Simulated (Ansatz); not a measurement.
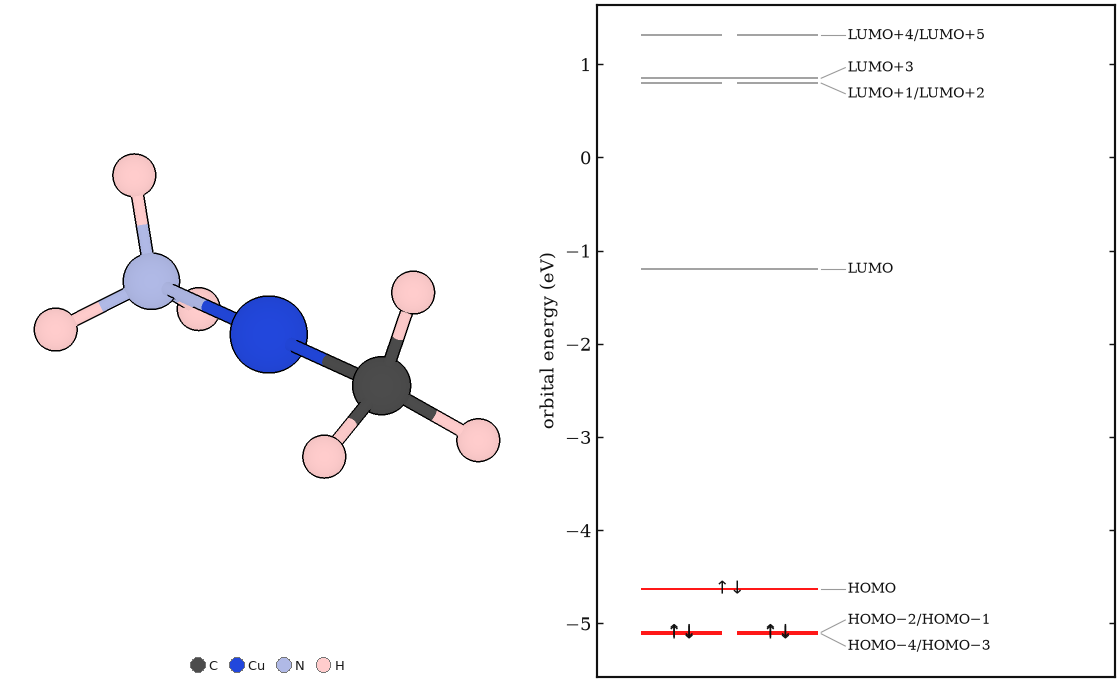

CH₆CuN, SMILES [CH3][Cu-][NH3+], singlet. Kohn-Sham orbital energies near the frontier, LDA (SPW92)/def2-TZVPP with the Ansatz code, at a PBE0-D4/def2-TZVP geometry (with a soft imaginary mode, 8i cm⁻¹), isolated molecule; empty levels in grey, levels within 0.03 eV side by side.

**Where do the frontier orbitals lie?**

HOMO at −4.63 eV, LUMO at −1.20 eV, 3.43 eV apart.

**How far below the HOMO does the next level lie?**

0.47 eV.

**List the levels.**

```tsv
orbital	energy (eV)
LUMO+5	1.31
LUMO+4	1.31
LUMO+3	0.85
LUMO+2	0.80
LUMO+1	0.80
LUMO	−1.20
HOMO	−4.63
HOMO−1	−5.09
HOMO−2	−5.09
HOMO−3	−5.11
HOMO−4	−5.11
```

Known limits of this run: empty levels above zero depend strongly on the basis.
